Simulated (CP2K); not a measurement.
# PM3 run of BGeH5Br− (SMILES [GeH3][BH2-]Br)

What is the energy change on altering one bond length of BGeH5Br− at PM3? 

The results are computed with CP2K 2026.2.

3 further runs of the same task are left out: 1 that didn't finish, 2 set aside as unsound or not needed.

**1. The molecule**

BGeH5Br−: 8 atoms, total charge -1, spin state singlet. SMILES: `[GeH3][BH2-]Br`. Geometry: a GFN2-xTB relaxation, a rough one for these elements and not checked as a minimum.

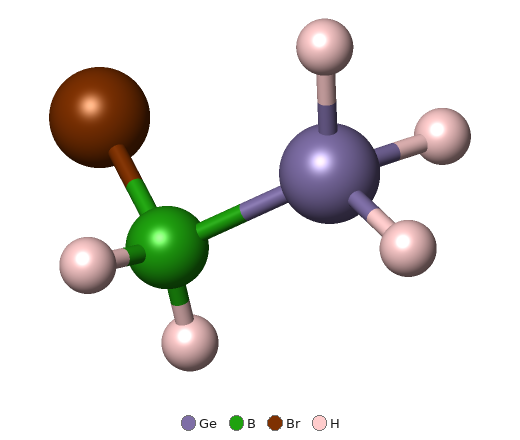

Viewed from a chosen angle; germanium purple, boron green, bromine brown, hydrogen pink.

**2. Energy and gradient at PM3**

molecule.pdb

```
HETATM    1 Ge   MOL A   1      -0.604   0.641  -0.262  1.00  0.00          GE
HETATM    2 B    MOL A   1       0.658  -0.929   0.125  1.00  0.00           B
HETATM    3 Br   MOL A   1       1.744  -0.428   1.741  1.00  0.00          BR
HETATM    4 H    MOL A   1      -1.601   0.604  -1.449  1.00  0.00           H
HETATM    5 H    MOL A   1      -0.031   2.043  -0.556  1.00  0.00           H
HETATM    6 H    MOL A   1      -1.617   1.102   0.806  1.00  0.00           H
HETATM    7 H    MOL A   1       0.037  -1.924   0.387  1.00  0.00           H
HETATM    8 H    MOL A   1       1.414  -1.109  -0.792  1.00  0.00           H
END
```

gas.inp

```
&GLOBAL
 PROJECT gas
 RUN_TYPE ENERGY_FORCE
 PRINT_LEVEL MEDIUM
&END GLOBAL
&FORCE_EVAL
 METHOD Quickstep
 &DFT
  CHARGE -1
  MULTIPLICITY 1
  &QS
   METHOD PM3
   EPS_DEFAULT 1.0E-10
   &SE
    &COULOMB
     CUTOFF [angstrom] 50
     RC_RANGE [angstrom] 0
    &END COULOMB
    &EXCHANGE
     CUTOFF [angstrom] 50
     RC_RANGE [angstrom] 0
    &END EXCHANGE
   &END SE
  &END QS
  &POISSON
   PERIODIC NONE
   POISSON_SOLVER ANALYTIC
  &END POISSON
  &SCF
   SCF_GUESS ATOMIC
   EPS_SCF 1.0E-06
   MAX_SCF 30
   &OT ON
    MINIMIZER DIIS
    PRECONDITIONER FULL_ALL
   &END OT
   &OUTER_SCF
    EPS_SCF 1.0E-06
    MAX_SCF 8
   &END OUTER_SCF
  &END SCF
  &PRINT
   &MOMENTS
    PERIODIC F
    REFERENCE COM
    MAX_MOMENT 1
   &END MOMENTS
   &MO_CUBES
    NLUMO 3
    NHOMO -1
    WRITE_CUBE F
   &END MO_CUBES
   &HIRSHFELD OFF
   &END HIRSHFELD
  &END PRINT
 &END DFT
 &SUBSYS
  &CELL
   ABC [angstrom] 13.4 14 13.2
   PERIODIC NONE
  &END CELL
  &TOPOLOGY
   COORD_FILE_NAME molecule.pdb
   COORD_FILE_FORMAT PDB
   CONN_FILE_FORMAT OFF
   &CENTER_COORDINATES
   &END CENTER_COORDINATES
  &END TOPOLOGY
 &END SUBSYS
 &PRINT
  &FORCES ON
  &END FORCES
 &END PRINT
&END FORCE_EVAL
```

The run is started by

```
$ OMP_NUM_THREADS=1 cp2k.psmp -i gas.inp > gas.out 2>&1
```

Standard output:

```text
CP2K| version string:                                       CP2K version 2026.2
[...]
 GLOBAL| Method name                                                        CP2K
[...]
 GLOBAL| Run type                                                   ENERGY_FORCE
[...]
                             - Atoms:                                          8
[...]
                             - Spherical basis functions:                     17
[...]
 Number of electrons:                                                         20
[...]
     1 OT DIIS     0.15E+00    0.0     0.19204925       -19.0328145418 -1.90E+01
[...]
     7 OT DIIS     0.15E+00    0.0     0.00000074       -21.2206071484 -3.85E-10
  *** SCF run converged in     7 steps ***
  Core-core repulsion energy [eV]:                            690.84936846689038
  Core Hamiltonian energy [eV]:                              -960.50843823779894
  Two-electron integral energy [eV]:                         -615.56603402913049
  Electronic energy [eV]:                                   -1268.29145525236436
  Total energy [eV]:                                         -577.44208678547386
  Atomic reference energy [eV]:                               576.25386905683763
  Heat of formation [kcal/mol]:                               -27.40095393689877
[...]
 SE_DIPOLE| Moment [Debye]          0.88822524      -0.92917147       0.39370607
 SE_DIPOLE| Derivative [a.u.]       0.00000000       0.00000000       0.00000000
 *** WARNING in qs_scf_post_se.F:140 :: Printing of MO cube files not ***
 *** implemented for Semi-Empirical method.                           ***
 ENERGY| Total FORCE_EVAL ( QS ) energy [hartree]            -21.220607148464882
 FORCES| Atomic forces [hartree/bohr]
 FORCES|   Atom     x               y               z               |f|
 FORCES|      1 -2.71374513E-02  3.13346652E-02 -1.00676990E-02   4.26574855E-02
 FORCES|      2  5.31423662E-03  5.23344305E-03  9.73574494E-03   1.22643698E-02
 FORCES|      3 -4.98260511E-03 -2.16242733E-03 -7.34969389E-03   9.13895213E-03
 FORCES|      4  1.23452917E-02 -1.04953436E-02  7.13372788E-03   1.77044780E-02
 FORCES|      5  7.37331445E-03 -1.44538819E-02  2.92918315E-03   1.64881952E-02
 FORCES|      6  1.08652291E-02 -1.23135552E-02 -7.21815808E-05   1.64219992E-02
 FORCES|      7  2.58421250E-03  4.04514763E-03 -5.01065160E-03   6.93887621E-03
 FORCES|      8 -6.36222796E-03 -1.18804784E-03  2.70157009E-03   7.01340739E-03
 FORCES| Sum    -8.15320034E-17  7.63278329E-17 -2.28983499E-16
 FORCES| Total atomic force                                       2.54768225E-16
[...]
```

It took 0.83 s on 1 thread of Arm Neoverse N1, shared host; peak memory 0.14 GiB.

**3. The distorted shape, same level**

molecule.pdb

```
HETATM    1 Ge   MOL A   1      -0.405   0.648  -0.025  1.00  0.00          GE
HETATM    2 B    MOL A   1       0.858  -0.922   0.363  1.00  0.00           B
HETATM    3 Br   MOL A   1       1.943  -0.420   1.978  1.00  0.00          BR
HETATM    4 H    MOL A   1      -1.601   0.604  -1.449  1.00  0.00           H
HETATM    5 H    MOL A   1       0.168   2.050  -0.319  1.00  0.00           H
HETATM    6 H    MOL A   1      -1.418   1.110   1.043  1.00  0.00           H
HETATM    7 H    MOL A   1       0.236  -1.917   0.624  1.00  0.00           H
HETATM    8 H    MOL A   1       1.613  -1.102  -0.555  1.00  0.00           H
END
```

gas.inp

```
&GLOBAL
  PROJECT gas
  RUN_TYPE ENERGY_FORCE
  PRINT_LEVEL MEDIUM
&END GLOBAL

&FORCE_EVAL
  METHOD QS
  &DFT
    CHARGE -1
    MULTIPLICITY 1
    &QS
      METHOD PM3
      EPS_DEFAULT 1.0E-10
      &SE
        &COULOMB
          CUTOFF [angstrom] 50
          RC_RANGE [angstrom] 0
        &END COULOMB
        &EXCHANGE
          CUTOFF [angstrom] 50
          RC_RANGE [angstrom] 0
        &END EXCHANGE
      &END SE
    &END QS
    &POISSON
      PERIODIC NONE
      POISSON_SOLVER ANALYTIC
    &END POISSON
    &SCF
      SCF_GUESS ATOMIC
      EPS_SCF 1.0E-06
      MAX_SCF 30
      &OT ON
        MINIMIZER DIIS
        PRECONDITIONER FULL_ALL
      &END OT
      &OUTER_SCF
        EPS_SCF 1.0E-06
        MAX_SCF 8
      &END OUTER_SCF
    &END SCF
    &PRINT
      &MOMENTS
        PERIODIC F
        REFERENCE COM
        MAX_MOMENT 1
      &END MOMENTS
      &MO_CUBES
        NLUMO 3
        NHOMO -1
        WRITE_CUBE F
      &END MO_CUBES
      &HIRSHFELD OFF
      &END HIRSHFELD
    &END PRINT
  &END DFT
  &SUBSYS
    &CELL
      ABC [angstrom] 13.5 14 13.4
      PERIODIC NONE
    &END CELL
    &TOPOLOGY
      COORD_FILE_NAME molecule.pdb
      COORD_FILE_FORMAT PDB
      CONN_FILE_FORMAT OFF
      &CENTER_COORDINATES
      &END CENTER_COORDINATES
    &END TOPOLOGY
  &END SUBSYS
  &PRINT
    &FORCES ON
    &END FORCES
  &END PRINT
&END FORCE_EVAL
```

The run is started by

```
$ OMP_NUM_THREADS=1 cp2k.psmp -i gas.inp > gas.out 2>&1
```

Standard output:

```text
CP2K| version string:                                       CP2K version 2026.2
[...]
 GLOBAL| Method name                                                        CP2K
[...]
 GLOBAL| Run type                                                   ENERGY_FORCE
[...]
                             - Atoms:                                          8
[...]
                             - Spherical basis functions:                     17
[...]
 Number of electrons:                                                         20
[...]
     1 OT DIIS     0.15E+00    0.0     0.18444587       -19.0792236163 -1.91E+01
[...]
     8 OT DIIS     0.15E+00    0.0     0.00000094       -21.1926252683 -2.25E-10
  *** SCF run converged in     8 steps ***
  Core-core repulsion energy [eV]:                            684.72210124988408
  Core Hamiltonian energy [eV]:                              -959.18200448517894
  Two-electron integral energy [eV]:                         -604.44151573670922
  Electronic energy [eV]:                                   -1261.40276235353349
  Total energy [eV]:                                         -576.68066110364941
  Atomic reference energy [eV]:                               576.25386905683763
  Heat of formation [kcal/mol]:                                -9.84205918956178
[...]
 SE_DIPOLE| Moment [Debye]          0.83238021      -0.93738143       0.32295273
 SE_DIPOLE| Derivative [a.u.]       0.00000000       0.00000000       0.00000000
 *** WARNING in qs_scf_post_se.F:140 :: Printing of MO cube files not ***
 *** implemented for Semi-Empirical method.                           ***
 ENERGY| Total FORCE_EVAL ( QS ) energy [hartree]            -21.192625268330033
 FORCES| Atomic forces [hartree/bohr]
 FORCES|   Atom     x               y               z               |f|
 FORCES|      1 -5.96426118E-02  2.93181577E-02 -4.92905375E-02   8.27426891E-02
 FORCES|      2  3.53835040E-03  5.67995212E-03  8.07865375E-03   1.04903015E-02
 FORCES|      3 -5.28017682E-03 -1.85813711E-03 -7.47458810E-03   9.33822296E-03
 FORCES|      4  4.88615953E-02 -6.12093488E-03  5.27197446E-02   7.21407847E-02
 FORCES|      5  5.39346969E-03 -1.65781014E-02  1.33310329E-03   1.74842822E-02
 FORCES|      6  1.07190030E-02 -1.34134675E-02 -3.25523921E-03   1.74761185E-02
 FORCES|      7  2.78389561E-03  4.18131882E-03 -4.98396026E-03   7.07625337E-03
 FORCES|      8 -6.37352550E-03 -1.20878773E-03  2.87282338E-03   7.09479452E-03
 FORCES| Sum     5.34294831E-16  2.91433544E-16 -3.40005801E-16
 FORCES| Total atomic force                                       6.97143042E-16
[...]
```

Wall time 0.85 s (1 thread of Arm Neoverse N1, shared host); peak memory 0.14 GiB.

**4. What came out**

Level: PM3.

```
                                                          quantity           value
                                         first shape: total energy    -21.22061 Eh
            first shape: heat of formation at this unrelaxed shape  -27.4 kcal/mol
                             first shape: largest force on an atom      2.194 eV/Å
                                     distorted shape: total energy    -21.19263 Eh
        distorted shape: heat of formation at this unrelaxed shape   -9.8 kcal/mol
                         distorted shape: largest force on an atom      4.255 eV/Å
energy change with the Ge1–H4 bond stretched from 1.551 to 1.860 Å        0.761 eV
```

What this shows: With the Ge1–H4 bond stretched from 1.551 to 1.860 Å the energy rises by 0.76 eV (73.5 kJ/mol). The first shape isn't relaxed at this level, so the change isn't measured from a minimum. The largest force (first shape) is 2.19 eV/Å: the shape isn't a stationary point for this species at this level.
